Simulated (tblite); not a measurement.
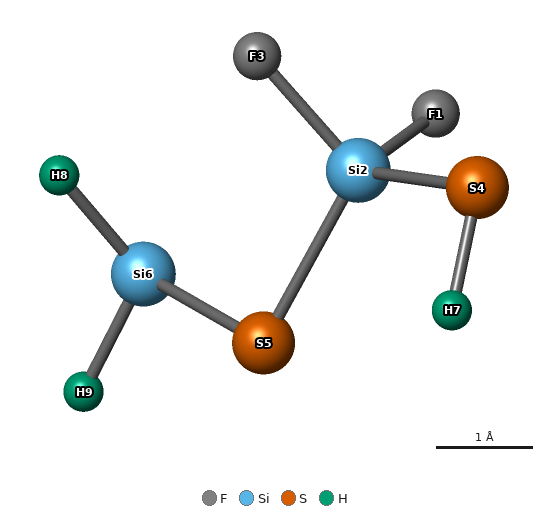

Figure 1. The structure (ball-and-stick view, seen at a tilt; atoms are numbered from 1 in the order of the input). Bond lengths as drawn: F–Si 1.60 Å, H–S 1.33 Å, H–Si 1.45 Å and S–Si 2.11 to 2.18 Å.

Frequency calculation, with input and output: Si₂H₃S₂F₂

Si₂H₃S₂F₂, multiplicity 2, computed with GFN2-xTB harmonic vibrations, gas phase (tblite 0.8.0).

It belongs to a series of runs on one base structure; here: H removed from Si.

## The input
```
{"job": {"kind": "ir", "xc": "GFN2-xTB", "basis": "xTB"}, "charge": 0, "multiplicity": 2}
F     -0.439209    -1.874423     1.106836
Si    -0.922300    -0.568180     0.322985
F     -1.235272     0.360920     1.587046
S     -2.682436    -0.945244    -0.790705
S      0.642494     0.252070    -0.836351
Si     2.103006     0.628349     0.731444
H     -2.210985    -0.501997    -1.948623
H      1.509008     1.561192     1.674970
H      3.249256     1.093306    -0.027631
```

The first line tells a small driver script what to run in tblite; the rest is the geometry in Å.

Machine: 1 CPU thread, shared host.

Command:
```bash
OMP_NUM_THREADS=1 python <driver script> task.json out
```

## Log
```
mode    cm-1     km/mol
  1      31.6      2.22
  2      62.6     34.34
  3      78.7      2.97
  4     100.4      3.13
  5     130.8      3.71
  6     149.4      7.54
  7     189.9     22.26
  8     231.3     62.06
  9     255.8     28.89
 10     453.3     18.04
 11     469.8     86.24
 12     530.9     29.95
 13     569.6     94.44
 14     601.4    183.13
 15     694.3    212.46
 16     758.1     67.49
 17     850.2    200.14
 18     856.8    207.71
 19    2329.6    136.83
 20    2363.3    309.76
 21    2451.4     81.15
```

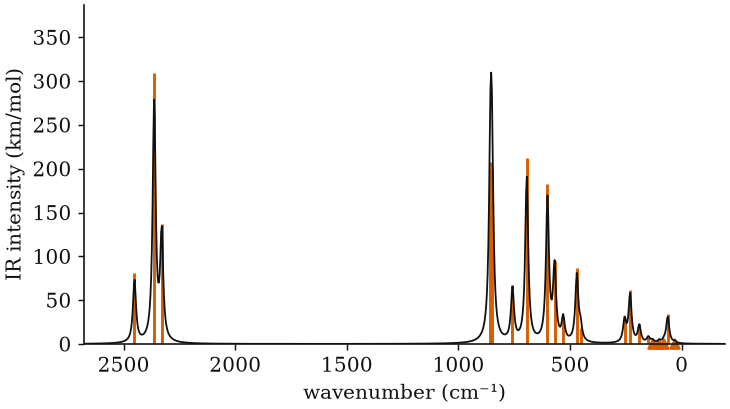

Figure 2. Harmonic infrared spectrum, unscaled: sticks (degenerate modes added up, dark ones marked on the axis) with a Lorentzian envelope of 16 cm⁻¹ full width, scaled to the tallest stick. 21 modes from 32 to 2451 cm⁻¹, none imaginary. The strongest line is at 2363 cm⁻¹ (310 km/mol).

## Results in brief

| quantity | value |
| --- | --- |
| outcome | converged |
| total energy | −573.4500 eV |
| zero-point energy | 20.2410 kcal/mol |
| peak memory | 0.18 GiB |
